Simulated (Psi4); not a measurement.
**B2O2 (diboron dioxide) at PBE/aug-cc-pVDZ**

Aim: the vertical electron affinity of B2O2 (diboron dioxide) at PBE/aug-cc-pVDZ, from 2 runs. 

Program for the calculation: Psi4 1.11.

6 further runs of the same task are left out: 6 that didn't finish.

## 1. Starting point

B2O2 has 4 atoms, charge 0, and is taken as a singlet. As SMILES, `O=BB=O`. The shape is that of a PBE0-D4/def2-TZVP optimisation.

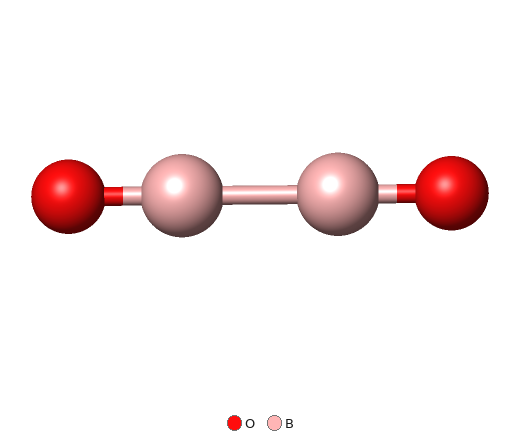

Viewed from a chosen angle; oxygen red, boron pink.

## 2. A single-point energy at PBE/aug-cc-pVDZ

calc.in reads:

```
memory 2.2 GB

molecule {
  O     -1.40423659     0.86882048     3.43486069
  B     -0.57126421     0.35351107     1.39673437
  B      0.57098075    -0.35322761    -1.39692335
  O      1.40450115    -0.86912284    -3.43467172
  units au
  symmetry c1
}

set basis aug-cc-pVDZ
set puream true
set e_convergence 1e-09
set d_convergence 1e-08
set scf_type pk
set dft_radial_points 99
set dft_spherical_points 590

energy_value, wavefunction = energy('pbe', return_wfn=True)
oeprop(wavefunction, 'LOWDIN_CHARGES', 'MAYER_INDICES', 'QUADRUPOLE', title='PBE')
```

On the command line:

```console
psi4 calc.in calc.out -n 1
```

calc.out:

```text
[...]
  Running in c1 symmetry.
[...]
  Nuclear repulsion =   66.762222939504184
[...]
  Multiplicity = 1
[...]
  Nalpha       = 13
  Nbeta        = 13
[...]
    Number of basis functions: 92
[...]
   @RKS iter   1:  -199.64581300480552   -5.14973e-01   1.08217e-02 ADIIS/DIIS
[...]
   @RKS iter  10:  -200.02963121012874   -1.23151e-10   6.71054e-09 DIIS
[...]
    Orbital Energies [Eh]
    ---------------------
    Doubly Occupied:
       1A    -18.814131     2A    -18.814115     3A     -6.583440
       4A     -6.583249     5A     -0.946089     6A     -0.945389
       7A     -0.487272     8A     -0.402627     9A     -0.390742
      10A     -0.368825    11A     -0.368825    12A     -0.348916
      13A     -0.348916
[...]
  @RKS Final Energy:  -200.02963121012874
   => Energetics <=
    Nuclear Repulsion Energy =             66.7622229395041842
    One-Electron Energy =                -404.8748814025794331
    Two-Electron Energy =                 163.1094361397098282
    DFT Exchange-Correlation Energy =     -25.0264088867632957
    Empirical Dispersion Energy =           0.0000000000000000
    VV10 Nonlocal Energy =                  0.0000000000000000
    Total Energy =                       -200.0296312101287413
[...]
 Multipole Moments:
 ------------------------------------------------------------------------------------
     Multipole            Electronic (a.u.)      Nuclear  (a.u.)        Total (a.u.)
 ------------------------------------------------------------------------------------
 L = 1.  Multiply by 2.5417464519 to convert [e a0] to [Debye]
 Dipole X            :         -0.0003849            0.0001644           -0.0002205
 Dipole Y            :          0.0004116           -0.0001757            0.0002359
 Dipole Z            :         -0.0002668            0.0001134           -0.0001534
 Magnitude           :                                                    0.0003575
 L = 2.  Multiply by 1.3450342976 to convert [e a0^2] to [Debye ang]
 Quadrupole XX       :        -51.0288644           34.8178401          -16.2110243
 Quadrupole XY       :         22.3169483          -21.5438802            0.7730681
[...]
```

Run time: 21 s. Hardware: 1 thread of Intel Xeon at 2.50GHz (Skylake/Cascade Lake), shared host; peak memory 0.91 GiB.

## 3. The doublet anion: energy and gradient at UPBE/aug-cc-pVDZ

input.json reads:

```json
{
  "schema_name": "qcschema_input",
  "schema_version": 1,
  "molecule": {
    "schema_name": "qcschema_molecule",
    "schema_version": 2,
    "symbols": ["O", "B", "B", "O"],
    "geometry": [-1.40423659, 0.86882048, 3.43486069, -0.57126421, 0.35351107, 1.39673437, 0.57098075, -0.35322761, -1.39692335, 1.40450115, -0.86912284, -3.43467172],
    "molecular_charge": -1,
    "molecular_multiplicity": 2,
    "fix_symmetry": "c1",
    "fix_com": true,
    "fix_orientation": true
  },
  "driver": "gradient",
  "model": {
    "method": "pbe",
    "basis": "aug-cc-pVDZ"
  },
  "keywords": {
    "reference": "uks",
    "puream": true,
    "e_convergence": 1e-09,
    "d_convergence": 1e-08,
    "scf_type": "pk",
    "dft_radial_points": 99,
    "dft_spherical_points": 590,
    "maxiter": 100,
    "scf_properties": ["WIBERG_LOWDIN_INDICES", "MAYER_INDICES", "QUADRUPOLE"]
  }
}
```

On the command line:

```console
psi4 --qcschema input.json -n 1 --memory 2200MB
```

stdout, shortened:

```text
[...]
  Running in c1 symmetry.
[...]
  Nuclear repulsion =   66.762222939504170
[...]
  Multiplicity = 2
[...]
  Nalpha       = 14
  Nbeta        = 13
[...]
    Number of basis functions: 92
[...]
   @UKS iter   1:  -199.52698963683162   -3.96150e-01   1.17268e-02 ADIIS/DIIS
[...]
   @UKS iter  13:  -200.04155467187184   -3.97904e-13   4.39043e-09 DIIS
[...]
   @S^2 Observed:                7.510850191E-01
[...]
  @UKS Final Energy:  -200.04155467187184
   => Energetics <=
    Nuclear Repulsion Energy =             66.7622229395041700
    One-Electron Energy =                -410.8287985587277262
    Two-Electron Energy =                 169.2896535064855925
    DFT Exchange-Correlation Energy =     -25.2646325591338758
    Empirical Dispersion Energy =           0.0000000000000000
    VV10 Nonlocal Energy =                  0.0000000000000000
    Total Energy =                       -200.0415546718718360
[...]
 Multipole Moments:
 ------------------------------------------------------------------------------------
     Multipole            Electronic (a.u.)      Nuclear  (a.u.)        Total (a.u.)
 ------------------------------------------------------------------------------------
 L = 1.  Multiply by 2.5417464519 to convert [e a0] to [Debye]
 Dipole X            :         -0.0007749            0.0006992           -0.0000757
 Dipole Y            :          0.0010671           -0.0010016            0.0000655
 Dipole Z            :         -0.0006213            0.0005669           -0.0000544
 Magnitude           :                                                    0.0001139
 L = 2.  Multiply by 1.3450342976 to convert [e a0^2] to [Debye ang]
 Quadrupole XX       :        -60.0462461           34.8178401          -25.2284060
 Quadrupole XY       :         19.0468851          -21.5438802           -2.4969951
[...]
  -Total Gradient:
     Atom            X                  Y                   Z
    ------   -----------------  -----------------  -----------------
       1        0.033378505016    -0.020650919900    -0.081661632995
       2       -0.037468467201     0.023181714721     0.091666616875
       3        0.037485489999    -0.023199097124    -0.091660640094
       4       -0.033395541471     0.020668316817     0.081655647125
[...]
```

The result, in JSON:

```text
{
 "driver": "gradient",
 "model": {
  "method": "pbe",
  "basis": "aug-cc-pVDZ"
 },
 "success": true,
 "return_result": [0.033378505015998344, -0.02065091989976435, -0.08166163299540846, -0.03746846720107938, 0.023181714721456637, 0.09166661687451971, 0.03748548999938495, -0.023199097123618784, -0.09166064009352914, -0.033395541471494206, 0.020668316817241114, 0.0816556471246691],
 "properties": {
  "calcinfo_nbasis": 92,
  "calcinfo_nmo": 92,
  "calcinfo_nalpha": 14,
  "calcinfo_nbeta": 13,
  "calcinfo_natom": 4,
  "nuclear_repulsion_energy": 66.76222293950417,
  "return_energy": -200.04155467187184,
  "return_gradient": [0.033378505015998344, -0.02065091989976435, -0.08166163299540846, -0.03746846720107938, 0.023181714721456637, 0.09166661687451971, 0.03748548999938495, -0.023199097123618784, -0.09166064009352914, -0.033395541471494206, 0.020668316817241114, 0.0816556471246691],
  "scf_one_electron_energy": -410.8287985587277,
  "scf_two_electron_energy": 169.2896535064856,
  "scf_xc_energy": -25.264632559133876,
  "scf_dipole_moment": [-7.567896540672248e-05, 6.549297405006316e-05, -5.44261962627246e-05],
  "scf_total_energy": -200.04155467187184,
  "scf_total_gradient": [0.033378505015998344, -0.02065091989976435, -0.08166163299540846, -0.03746846720107938, 0.023181714721456637, 0.09166661687451971, 0.03748548999938495, -0.023199097123618784, -0.09166064009352914, -0.033395541471494206, 0.020668316817241114, 0.0816556471246691],
  "scf_iterations": 13
 }
}
```

Run time: 54 s. Hardware: 1 thread of Intel Xeon at 2.50GHz (Skylake/Cascade Lake), shared host; peak memory 0.91 GiB.

## 4. Summary of results

At PBE/aug-cc-pVDZ:

| quantity | value |
| --- | --- |
| singlet B2O2: total energy | -200.02963 Eh |
| singlet B2O2: dipole moment | 0.00 D |
| singlet B2O2: HOMO energy | -9.49 eV |
| singlet B2O2: LUMO energy | -3.35 eV |
| singlet B2O2: HOMO–LUMO gap | 6.14 eV |
| doublet anion: total energy | -200.04155 Eh |
| doublet anion: HOMO energy (highest over α and β) | 2.24 eV |
| doublet anion: LUMO energy (lowest over α and β) | 2.46 eV |
| doublet anion: ⟨S²⟩ | 0.751 |
| doublet anion: largest force on an atom | 5.230 eV/Å |
| vertical electron affinity (to the doublet anion) | 0.324 eV |

What this shows: At fixed nuclei the extra electron is bound by 0.32 eV (31.3 kJ/mol). The HOMO (doublet anion) lies at positive energy, 2.24 eV, as semi-local functionals often give for anions; only total energies tell whether the electron is bound.
